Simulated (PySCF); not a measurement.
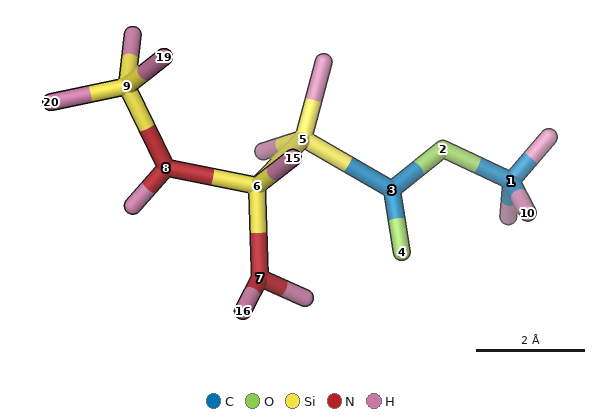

Fig. 1: The input geometry (stick view, seen at a tilt; atoms are numbered from 1 in the order of the input). Bond lengths as drawn: C–H 1.09 Å, C–O 1.21 to 1.43 Å, C–Si 1.92 Å, H–N 1.01 Å, H–Si 1.46 to 1.48 Å, N–Si 1.72 to 1.74 Å and Si–Si 2.31 Å.

## NMR shielding calculation of C₂H₁₂N₂O₂Si₃

System: C₂H₁₂N₂O₂Si₃, SMILES COC(=O)[SiH2][Si@H](N)N[SiH3].
Method: GIAO B3LYP/6-31G* NMR shielding, non-relativistic, gas phase (PySCF 2.14.0).

The geometry comes from this level: GFN2-xTB. Figures and captions count atoms from 1; the log counts them from 0 in places.

### Log
```
coarse grid: 18784 points
cycle   1  E = -1211.7960554457  dE =  1.004e+00  |g| = 1.072e+00  |ddm| = 4.226e+00
cycle   2  E = -1211.1981750223  dE =  5.979e-01  |g| = 1.999e+00  |ddm| = 2.597e+00
cycle   3  E = -1211.9978508272  dE = -7.997e-01  |g| = 3.740e-01  |ddm| = 1.953e+00
cycle   4  E = -1212.0236976859  dE = -2.585e-02  |g| = 1.267e-01  |ddm| = 3.781e-01
cycle   5  E = -1212.0266288034  dE = -2.931e-03  |g| = 2.393e-02  |ddm| = 1.086e-01
cycle   6  E = -1212.0267582112  dE = -1.294e-04  |g| = 9.070e-03  |ddm| = 3.136e-02
cycle   7  E = -1212.0267770590  dE = -1.885e-05  |g| = 2.087e-03  |ddm| = 9.770e-03
cycle   8  E = -1212.0267779861  dE = -9.271e-07  |g| = 5.846e-04  |ddm| = 2.385e-03
final grid: 167064 points
cycle   9  E = -1211.9179756420  dE = -1.617e-05  |g| = 5.989e-03  |ddm| = 1.847e-02
cycle  10  E = -1211.9179681929  dE =  7.449e-06  |g| = 8.463e-03  |ddm| = 1.269e-02
cycle  11  E = -1211.9179839269  dE = -1.573e-05  |g| = 1.168e-03  |ddm| = 7.495e-03
cycle  12  E = -1211.9179841926  dE = -2.657e-07  |g| = 3.266e-04  |ddm| = 1.098e-03
cycle  13  E = -1211.9179842114  dE = -1.880e-08  |g| = 1.264e-04  |ddm| = 3.595e-04
cycle  14  E = -1211.9179842146  dE = -3.208e-09  |g| = 2.655e-05  |ddm| = 1.220e-04
cycle  15  E = -1211.9179842148  dE = -1.692e-10  |g| = 9.695e-06  |ddm| = 3.743e-05
```

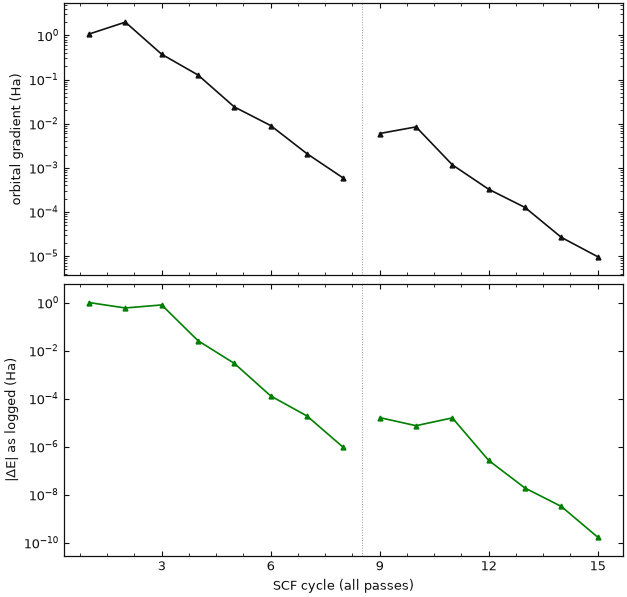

Fig. 2: Convergence of the self-consistent field: orbital gradient and size of the energy change against the SCF cycle. The dotted line marks the change from a coarse to the final integration grid. The first 8 cycles use a coarse grid, the final grid takes over at cycle 9, and the field converges after 15 cycles in all.

```
converged SCF energy = -1211.9179842148

GIAO shielding tensors (ppm)
atom      isotropic    diamagn.    paramagn.     s11        s22        s33       span
  0 C      143.248     240.505     -97.258    112.809    134.067    182.868     70.059
  1 O      128.954     397.673    -268.719    -60.653    217.514    229.999    290.652
  2 C       17.296     259.149    -241.853    -73.365     34.158     91.096    164.461
  3 O     -119.354     400.828    -520.182   -470.492   -185.684    298.114    768.606
  4 Si     479.599     887.366    -407.766    445.012    481.554    512.232     67.221
  5 Si     420.021     881.790    -461.769    394.392    414.380    451.291     56.900
  6 N      249.472     323.098     -73.627    217.810    253.468    277.137     59.327
  7 N      255.944     320.864     -64.921    218.859    261.447    287.524     68.665
  8 Si     450.224     881.853    -431.628    414.402    435.497    500.773     86.371
  9 H       28.043      27.767       0.275     24.257     27.031     32.840      8.584
 10 H       29.042      27.589       1.453     25.471     27.906     33.749      8.278
 11 H       28.923      26.823       2.101     24.890     27.024     34.856      9.966
 12 H       28.451      33.510      -5.059     24.258     28.265     32.832      8.574
 13 H       28.334      32.999      -4.665     25.550     27.128     32.324      6.774
 14 H       26.441      32.915      -6.473     23.348     24.982     30.994      7.646
 15 H       32.444      30.718       1.727     25.250     29.069     43.014     17.765
 16 H       31.248      33.188      -1.940     22.143     28.538     43.064     20.922
 17 H       33.310      31.001       2.309     24.517     31.986     43.428     18.911
 18 H       27.552      30.072      -2.521     24.300     25.834     32.521      8.222
 19 H       27.705      28.313      -0.608     24.091     25.817     33.206      9.114
 20 H       27.609      30.675      -3.066     23.414     26.542     32.871      9.457
```

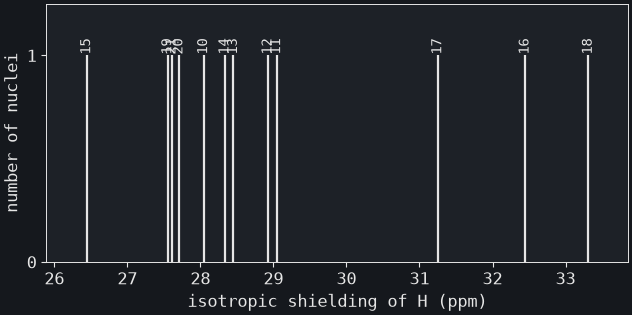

Fig. 3: Isotropic shieldings of the hydrogen nuclei in this fixed geometry, labelled by atom number; shielding grows to the right, so chemical shift grows to the left. The least shielded is H15 (26.4 ppm), the most shielded H18 (33.3 ppm).

This output came from the following input.

### The input
```
{"job": {"xc": "B3LYP", "basis": "6-31G*", "kind": "nmr", "pop": false}, "charge": 0, "multiplicity": 1}
C     -3.715272    -1.678403     1.382213
O     -2.332848    -1.358762     1.517805
C     -1.660665    -1.039154     0.412361
O     -2.175734    -0.993720    -0.684923
Si     0.179463    -0.627065     0.761696
Si     0.699002     1.029710    -0.762474
N      0.162247     0.419450    -2.281051
N      2.397694     1.308945    -0.995014
Si     3.524766     2.008432     0.107333
H     -4.200514    -0.962099     0.716413
H     -4.144191    -1.632754     2.379878
H     -3.826667    -2.681185     0.965146
H      0.225741    -0.318862     2.196344
H      0.854473    -1.929013     0.626127
H      0.177821     2.359442    -0.377394
H      0.269749     0.973556    -3.116303
H     -0.732704    -0.046824    -2.288756
H      2.801563     0.773424    -1.745674
H      2.986947     3.299833     0.532089
H      4.777266     2.158948    -0.633841
H      3.722944     1.154691     1.287555
```

The first line tells a small driver script what to run in PySCF; the rest is the geometry in Å.

Launched with:
```bash
OMP_NUM_THREADS=1 python <driver script> task.json out
```

### Results in brief

| quantity | value |
| --- | --- |
| outcome | converged |
| total energy | −1211.917984 hartree |
| HOMO | −6.56 eV |
| LUMO | −0.41 eV |
| dipole moment | 0.80 D |
| isotropic shielding, C | 17.3 to 143.2 ppm |
| isotropic shielding, O | −119.4 to 129.0 ppm |
| isotropic shielding, Si | 420.0 to 479.6 ppm |
| isotropic shielding, N | 249.5 to 255.9 ppm |
| isotropic shielding, H | 26.4 to 33.3 ppm |
| hardware | 1 CPU thread, shared host |
| wall time | 49 s |
| peak memory | 0.88 GiB |
